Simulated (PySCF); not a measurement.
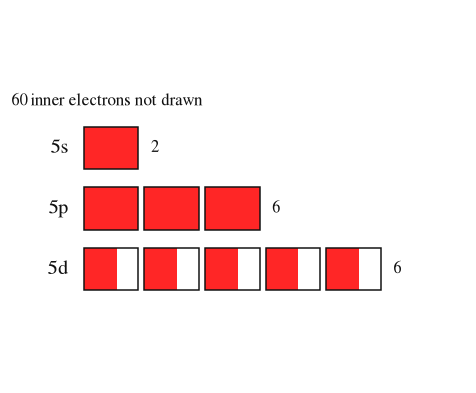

The outer shells of the nominal configuration: a box for each of the 2l + 1 orbitals, shaded by the share of the shell that is filled, with the electron count at the right.

Atomic calculation for Os²⁺

System: Os²⁺, configuration 1s2 2s2 2p6 3s2 3p6 3d10 4s2 4p6 4d10 4f14 5s2 5p6 5d6, multiplicity 5.
Method: unrestricted PBE0, cc-pVTZ-PP with ECP60, scalar-relativistic core potential (PySCF).

Input file:
```python
from pyscf import gto, scf, dft, mp, cc
import basis_set_exchange as bse
txt = bse.get_basis("cc-pVTZ-PP", elements=["Os"], fmt="nwchem", header=False)
cut = txt.index("\nECP")
mol = gto.M(atom="Os 0 0 0", charge=2, spin=4, symmetry="D2h",
            basis=gto.basis.parse(txt[:cut]),
            ecp={"Os": gto.basis.parse_ecp(txt[cut:])})
mf = dft.UKS(mol, xc="PBE0")
mf.irrep_nelec = {'Ag': (3, 1), 'B1g': (1, 1), 'B2g': (1, 0), 'B3g': (1, 0), 'B1u': (1, 1), 'B2u': (1, 1), 'B3u': (1, 1)}
mf.kernel()
```

The script is an equivalent of what the driver set up; the driver computed the properties (radii, ⟨L²⟩, response) afterwards. It also set what the script leaves out: max_cycle = 50, level_shift = 0.5, guess = atom. It held the occupations shell by shell, which the script's counts by irreducible representation don't always enforce.

Launched within a batch (the task file carries these settings):
```bash
OMP_NUM_THREADS=1 python <driver script> TASK.json OUT
```

Log (extracts):
```
damping factor = 0
level_shift factor = 0.5
DIIS = <class 'pyscf.scf.diis.CDIIS'>
diis_start_cycle = 1
diis_space = 10
diis_damp = 0
SCF conv_tol = 1e-09
SCF conv_tol_grad = None
number electrons alpha = 9  beta = 5
irrep_nelec {'Ag': (3, 1), 'B1g': (1, 1), 'B2g': (1, 0), 'B3g': (1, 0), 'Au': (0, 0), 'B1u': (1, 1), 'B2u': (1, 1), 'B3u': (1, 1)}
XC functionals = PBE0
    C. Adamo and V. Barone.,  J. Chem. Phys. 110, 6158 (1999)
    M. Ernzerhof and G. E. Scuseria.,  J. Chem. Phys. 110, 5029 (1999)
alpha HOMO (Ag) = -0.0607848169890827  LUMO (Ag) = 0.361772585298157

WARN: HOMO -0.0607848169890827 >= LUMO -0.0607848169890972

cycle= 1 E= -89.6013292581994  delta_E= 0.937  |g|= 0.62  |ddm|= 1.56
alpha HOMO (B1g) = -1.11030351944189  LUMO (Ag) = -0.364887802074688
  HOMO = -1.05027586683  LUMO = -0.456268924207  gap/eV = 16.16375
cycle= 2 E= -89.8206862449811  delta_E= -0.219  |g|= 0.251  |ddm|= 0.479
alpha HOMO (B1g) = -0.947865743752036  LUMO (Ag) = -0.26534221335016
  HOMO = -0.883021205234  LUMO = -0.26534221335  gap/eV = 16.80790
cycle= 3 E= -89.8419204693382  delta_E= -0.0212  |g|= 0.0666  |ddm|= 0.19
alpha HOMO (B1g) = -0.906352543142364  LUMO (Ag) = -0.235045380431783
  HOMO = -0.840933196187  LUMO = -0.235045380432  gap/eV = 16.48705
cycle= 4 E= -89.8443159227456  delta_E= -0.0024  |g|= 0.0169  |ddm|= 0.0574
alpha HOMO (B1g) = -0.907557942477401  LUMO (Ag) = -0.235137538583015
  HOMO = -0.842285742701  LUMO = -0.235137538583  gap/eV = 16.52134
cycle= 5 E= -89.8447083598118  delta_E= -0.000392  |g|= 0.00841  |ddm|= 0.0269
alpha HOMO (B1g) = -0.908256480395841  LUMO (Ag) = -0.235266415753831
  HOMO = -0.843119158772  LUMO = -0.235266415754  gap/eV = 16.54052
cycle= 6 E= -89.8448469107303  delta_E= -0.000139  |g|= 0.00509  |ddm|= 0.0141
alpha HOMO (B1g) = -0.908240228522273  LUMO (Ag) = -0.235129714955039
  HOMO = -0.843297296294  LUMO = -0.235129714955  gap/eV = 16.54908
cycle= 7 E= -89.8449157846425  delta_E= -6.89e-05  |g|= 0.00355  |ddm|= 0.00952
alpha HOMO (B1g) = -0.908644647102066  LUMO (Ag) = -0.235201374224476
  HOMO = -0.844045416463  LUMO = -0.235201374224  gap/eV = 16.56749
cycle= 8 E= -89.8449598443731  delta_E= -4.41e-05  |g|= 0.00264  |ddm|= 0.00843
alpha HOMO (B1g) = -0.908656201668111  LUMO (Ag) = -0.235173607148505
  HOMO = -0.844097656389  LUMO = -0.235173607149  gap/eV = 16.56967
cycle= 9 E= -89.8449817585166  delta_E= -2.19e-05  |g|= 0.00191  |ddm|= 0.00591
alpha HOMO (B1g) = -0.908719301056528  LUMO (Ag) = -0.235204213976176
  HOMO = -0.844212365831  LUMO = -0.235204213976  gap/eV = 16.57196
cycle= 10 E= -89.8449933429111  delta_E= -1.16e-05  |g|= 0.00136  |ddm|= 0.00446
alpha HOMO (B1g) = -0.908717051461524  LUMO (Ag) = -0.235192574909807
  HOMO = -0.844211608332  LUMO = -0.23519257491  gap/eV = 16.57225
cycle= 11 E= -89.8449988479904  delta_E= -5.51e-06  |g|= 0.000942  |ddm|= 0.00306
alpha HOMO (B1g) = -0.908716041104437  LUMO (Ag) = -0.235193362288398
  HOMO = -0.844212643666  LUMO = -0.235193362288  gap/eV = 16.57226
cycle= 12 E= -89.845001461575  delta_E= -2.61e-06  |g|= 0.00065  |ddm|= 0.00211
alpha HOMO (B1g) = -0.908715869848075  LUMO (Ag) = -0.235189777421625
  HOMO = -0.844211913616  LUMO = -0.235189777422  gap/eV = 16.57234
cycle= 13 E= -89.8450026972929  delta_E= -1.24e-06  |g|= 0.000447  |ddm|= 0.00145
alpha HOMO (B1g) = -0.908720301652973  LUMO (Ag) = -0.235190935892286
  HOMO = -0.844214579062  LUMO = -0.235190935892  gap/eV = 16.57238
cycle= 14 E= -89.8450032818342  delta_E= -5.85e-07  |g|= 0.000308  |ddm|= 0.000995
alpha HOMO (B1g) = -0.908720782700572  LUMO (Ag) = -0.235190651200125
  HOMO = -0.844214790768  LUMO = -0.2351906512  gap/eV = 16.57239
cycle= 15 E= -89.8450035580939  delta_E= -2.76e-07  |g|= 0.000212  |ddm|= 0.000684
alpha HOMO (B1g) = -0.90872148541395  LUMO (Ag) = -0.23519105259516
  HOMO = -0.844215546134  LUMO = -0.235191052595  gap/eV = 16.57240
cycle= 16 E= -89.8450036886018  delta_E= -1.31e-07  |g|= 0.000146  |ddm|= 0.00047
alpha HOMO (B1g) = -0.908721566039306  LUMO (Ag) = -0.235191020576368
  HOMO = -0.844215687567  LUMO = -0.235191020576  gap/eV = 16.57241
cycle= 17 E= -89.8450037502422  delta_E= -6.16e-08  |g|= 0.0001  |ddm|= 0.000323
alpha HOMO (B1g) = -0.908721632803513  LUMO (Ag) = -0.235191033953716
  HOMO = -0.844215787001  LUMO = -0.235191033954  gap/eV = 16.57241
cycle= 18 E= -89.8450037793613  delta_E= -2.91e-08  |g|= 6.89e-05  |ddm|= 0.000222
alpha HOMO (B1g) = -0.908721640464808  LUMO (Ag) = -0.235191003952684
  HOMO = -0.844215797991  LUMO = -0.235191003953  gap/eV = 16.57241
cycle= 19 E= -89.8450037931138  delta_E= -1.38e-08  |g|= 4.74e-05  |ddm|= 0.000152
alpha HOMO (B1g) = -0.908721648801017  LUMO (Ag) = -0.235190995685771
  HOMO = -0.84421580658  LUMO = -0.235190995686  gap/eV = 16.57241
cycle= 20 E= -89.8450037996078  delta_E= -6.49e-09  |g|= 3.26e-05  |ddm|= 0.000105
alpha HOMO (B1g) = -0.908721654867426  LUMO (Ag) = -0.235190993191976
  HOMO = -0.844215814255  LUMO = -0.235190993192  gap/eV = 16.57241
cycle= 21 E= -89.8450038026748  delta_E= -3.07e-09  |g|= 2.24e-05  |ddm|= 7.2e-05
alpha HOMO (B1g) = -0.908721658007417  LUMO (Ag) = -0.235190991938306
  HOMO = -0.844215817318  LUMO = -0.235190991938  gap/eV = 16.57241
cycle= 22 E= -89.8450038041232  delta_E= -1.45e-09  |g|= 1.54e-05  |ddm|= 4.95e-05
alpha HOMO (B1g) = -0.908721664491663  LUMO (Ag) = -0.235190994491789
  HOMO = -0.844215823698  LUMO = -0.235190994492  gap/eV = 16.57241
cycle= 23 E= -89.8450038048071  delta_E= -6.84e-10  |g|= 1.06e-05  |ddm|= 3.4e-05
converged SCF energy = -89.8450038048071  <S^2> = 6.0016879  2S+1 = 5.0006751
```

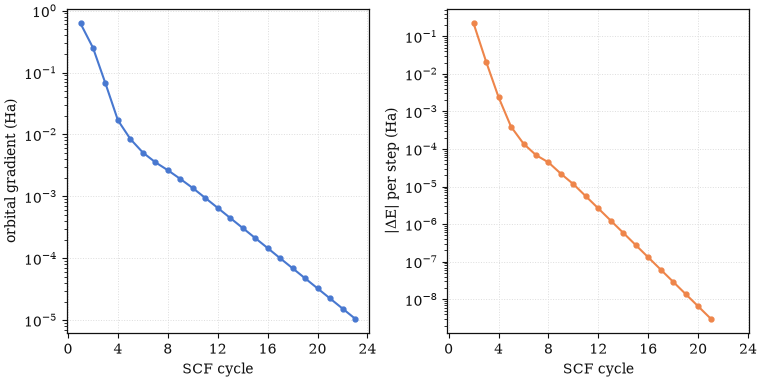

Convergence: orbital gradient and change of the energy from step to step (the smallest changes aren't drawn) against the SCF cycle. The residual falls at every step. It goes from 0.62 to 1.1×10⁻⁵ in 23 steps.

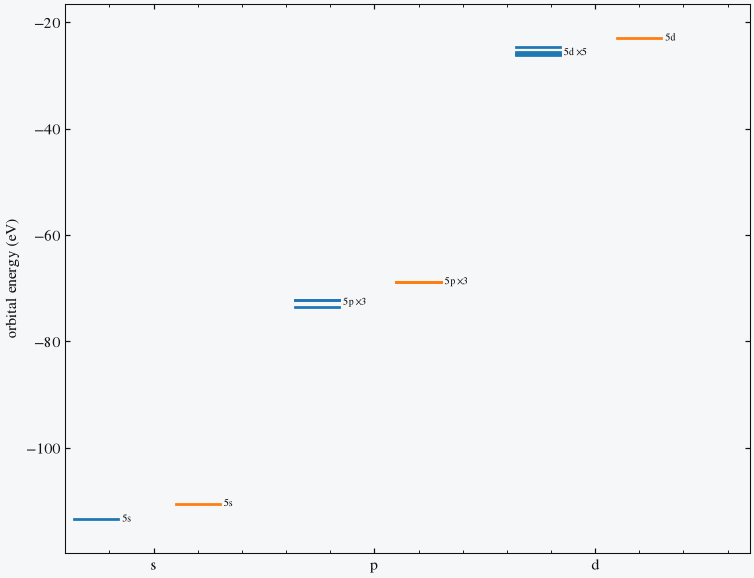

Orbital energies of the mean field, from the top down to −113.4 eV, by angular momentum, α spin at the left of each column and β at the right; ×n counts the orbitals under one label. The highest filled orbital is 5d β at −23.0 eV, the lowest empty one s α at −6.40 eV.

Results in brief:

- outcome: converged
- total energy (valence electrons, under a core potential): −89.845004 hartree
- ⟨S²⟩: 6.002
- ⟨L²⟩: 6.07
- SCF iterations: 23
- hardware: 1 thread of Arm Neoverse V1, 23 GiB of memory available, shared host
- wall time: 4 s

Remarks:

Limits: level shift left on, which raises the virtual orbital energies.
